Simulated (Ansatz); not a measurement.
The figure comes from a scan of Ru (hcp, Mg type): a phonon pattern at A = (0.0, 0.0, 0.5) is frozen into a 4-atom cell, Q being the largest atomic displacement. Method: PBE (plane waves to 420 eV, PAW, scalar-relativistic; Ansatz, a first-principles code). k mesh 20×20×6 (Γ-centred), Fermi-Dirac smearing 0.05 eV. With partly filled bands, energies and forces of such displacements shift with the k mesh and the smearing. Ru is run without spin polarisation. Ru was relaxed with its symmetry unable to fall. 

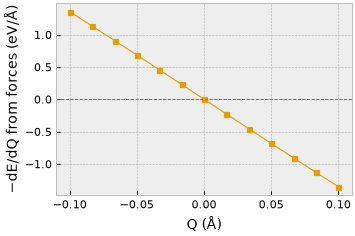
Figure. −dE/dQ from forces (eV/Å) against Q (Å); computed points joined by lines.

Read the plotted values off the figure, to the accuracy that the plot allows.

To the nearest 0.05:

```
Q (Å)   −dE/dQ from forces (eV/Å)
------  -------------------------
-0.100                       1.35
-0.083                       1.15
-0.067                       0.90
-0.050                       0.70
-0.033                       0.45
-0.017                       0.25
0.000                        0.00
0.017                       -0.25
0.033                       -0.45
0.050                       -0.70
0.067                       -0.90
0.083                       -1.15
0.100                       -1.35
```

(A displaced cell: forces are minus the slopes of the energy, force constants its curvatures, and phonons follow from these.)
